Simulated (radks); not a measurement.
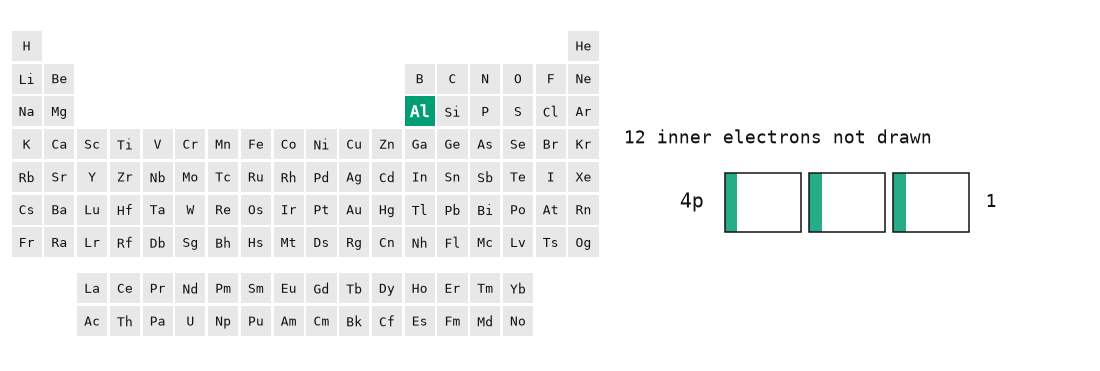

Left, the place of aluminium in the periodic table; right, the outer shells as the input fills them: a box for each of the 2l + 1 orbitals, shaded by the share of the shell that is filled, with the electron count at the right.

## Run report: Al, atomic calculation

A free Al atom in the configuration [Ne] 3s2 4p1 (open shells shared over both j by 2j + 1). Computed at this level: Dirac Kohn-Sham, PBE, spin-unpolarised, spherical densities, point nucleus (the in-house radial solver radks).

**Input**
```
Z 13
configuration [Ne] 3s2 4p1
relativity Dirac
functional pbe,pbe
spin unpolarised
j_filling average
nucleus point
c 137.035999084
```

Energies in input and log are in hartree, lengths in bohr.

Hardware: 1 CPU thread, shared host.

**The program's output**
```
1s1/2   1   2.0000         -55.71816550
2s1/2   1   2.0000          -4.15834834
2p1/2   1   2.0000          -2.75386690
2p3/2   1   4.0000          -2.73763178
3s1/2   1   2.0000          -0.42687750
4p1/2   1   0.3333          -0.04141128
4p3/2   1   0.6667          -0.04133173
Etot -242.54803962027617
Ekin 243.09039025673732
Encl -578.082914837219
Eh 110.7502215947008
Exc -18.305736634495286
err 1.4528012643096094e-09
it 14
```

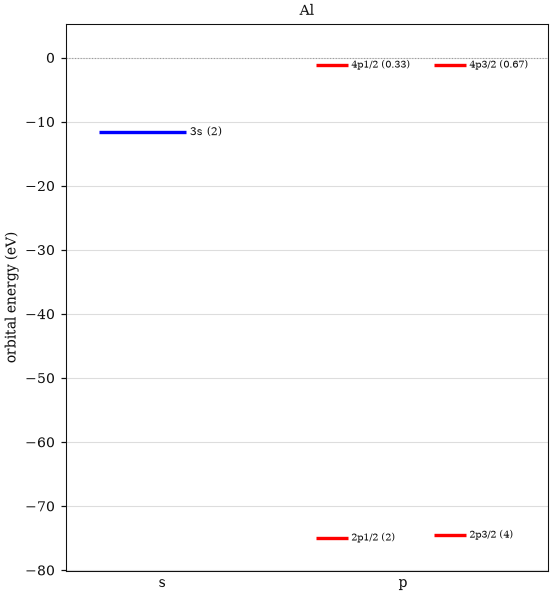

The outer levels are drawn (occupations in brackets, the lower j at the left of each column). The highest occupied level is 4p3/2 at −1.12 eV. From the top down the occupied levels run 4p3/2 (−1.12 eV), 4p1/2 (−1.13 eV), 3s (−11.6 eV), 2p3/2 (−74.5 eV), 2p1/2 (−74.9 eV). Spin-orbit splittings: 4p 0.00216 eV, 2p 0.442 eV.

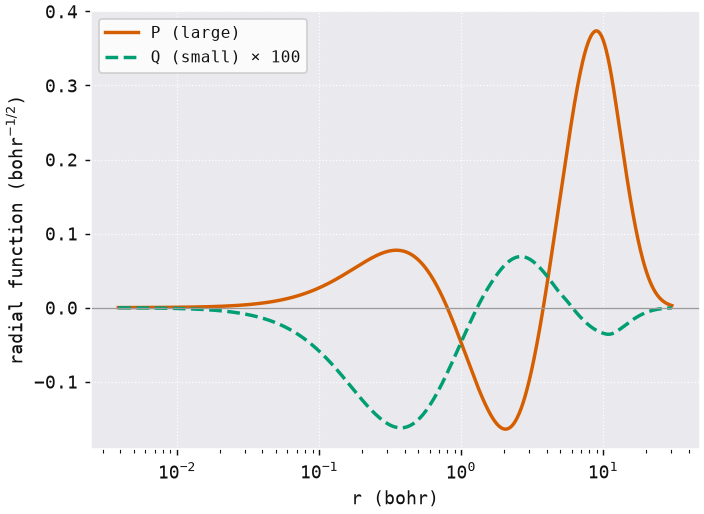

The large and small radial components of one occupied spinor. It is 4p3/2. The spinor has κ = −2: the large component has l = 1 and 2 radial nodes (r = 0.799 and 3.78 bohr), the small one has l = 2. The small component carries 0.00031 % of the norm; ⟨r⟩ = 9.66 bohr and the eigenvalue is −1.12 eV. The nodes of P give n − l − 1 and its extent picks the shell; Q has as many nodes as P for κ < 0 and one more for κ > 0.

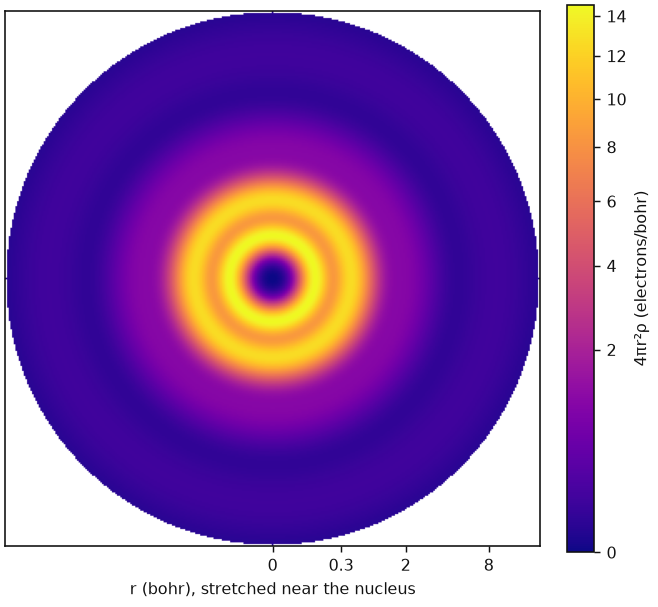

The radial density 4πr²ρ as a disc about the nucleus, with the radius drawn as r to the power 0.35. There are 3 maxima, at r = 0.0802, 0.448 and 8.93 bohr, parted by minima at 0.215 and 5.27 bohr, inside which lie 2.2 and 12.0 electrons. The outermost maximum is faint. The configuration has 4 principal shells, so not every shell has a maximum of its own.

**Results in brief**

- outcome: converged
- total energy: −242.548040 hartree
- kinetic energy: 243.090390 hartree
- electron–nucleus energy: −578.082915 hartree
- Hartree energy: 110.750222 hartree
- exchange–correlation energy: −18.305737 hartree
- radius at density 0.001 e/bohr³: 3.90 bohr
- SCF iterations: 14

**Notes**

This is an excited configuration.
